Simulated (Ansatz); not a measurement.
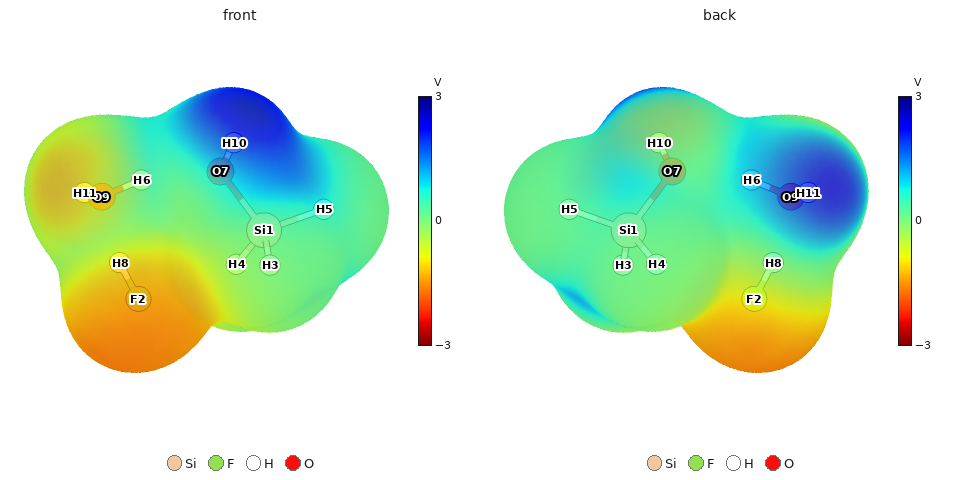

H₄OSi···HF···H₂O. The electrostatic potential painted on the density surface at 0.001 e/bohr³, seen from the front and from behind; the colour scale runs from red (negative) to blue (positive).

The product side of a reaction path; geometry: PBE0-D4/def2-TZVP.

These are results of RKS PBE0-D4/def2-TZVPP in Ansatz 0.2.0, not measurements.

```xyz
11

Si   -0.2638    0.8513   -1.3475
F    -0.2678   -2.2686   -0.1464
H     0.4652   -0.0884   -2.2297
H    -1.5863    0.3324   -0.9472
H    -0.4096    2.1558   -2.0487
H     0.3771   -0.0745    1.4389
O     0.5620    1.1048    0.0853
H    -0.0797   -1.8674    0.6974
O     0.2501   -0.9040    1.9373
H     1.4284    1.5100    0.0140
H    -0.4756   -0.7515    2.5465
```

Question: Describe the electrostatic potential map.

Answer: The most negative region (about −1.7 V) lies over F2, the most positive (about +2.5 V) over H10.
